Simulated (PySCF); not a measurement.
System: CH5BS (charge −1, doublet).

The calculation's input:

```
{"job": {"kind": "epr", "basis": "pcH-1"}, "charge": -1, "multiplicity": 2}
B      1.691105    -0.111814     0.302474
S      0.219716    -0.172397     1.257252
C     -1.418781     0.094063    -0.201012
H      1.938167    -0.950180    -0.511589
H      2.486390     0.759786     0.481225
H     -1.303908     1.095140    -0.594222
H     -1.264892    -0.667376    -0.952673
H     -2.338739    -0.037810     0.349460
```

Command:

```sh
OMP_NUM_THREADS=1 python probes_run.py task.json out
```

Geometry: GFN2-xTB.

Method: UKS B3LYP, pcH-1 on B C H S, non-relativistic, mean-field spin-orbit, GIAO in PySCF.

Question: Predict the electron density, electron localisation function and spin density between the atoms.

Answer: B–S (1.76 Å): ρ is about 1.3 e/Å³ halfway; the ELF peaks at about 0.90 between the atoms, as expected for a covalent bond.
B–H (1.19 Å): ρ is about 1.2 e/Å³ halfway; the ELF climbs to about 1 towards the hydrogen, as it does in any bond to H; a covalent bond by its length.
The unpaired spin (1 electron) lies mostly on B1 (about 0.4), C3 (about 0.3) and S2 (about 0.2), in electrons by Hirshfeld's partition.

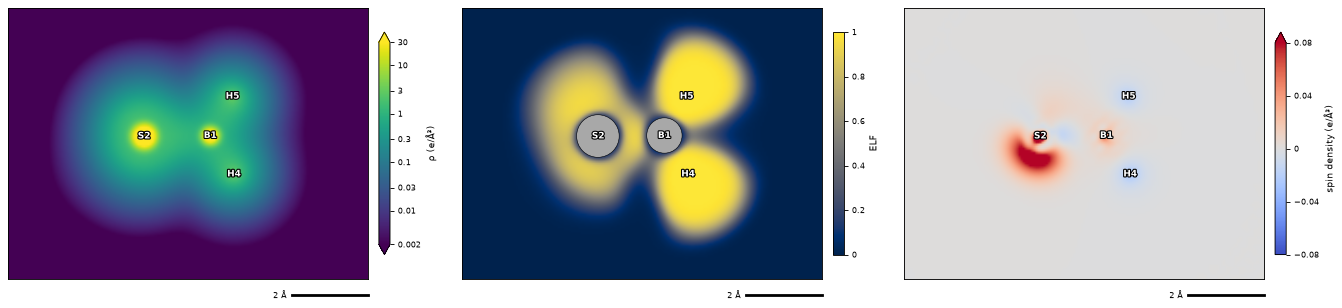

Computed electron density, electron localisation function and spin density on the plane of atoms H4, B1 and H5, in this order. Grey discs cover the atomic cores in the ELF map. 
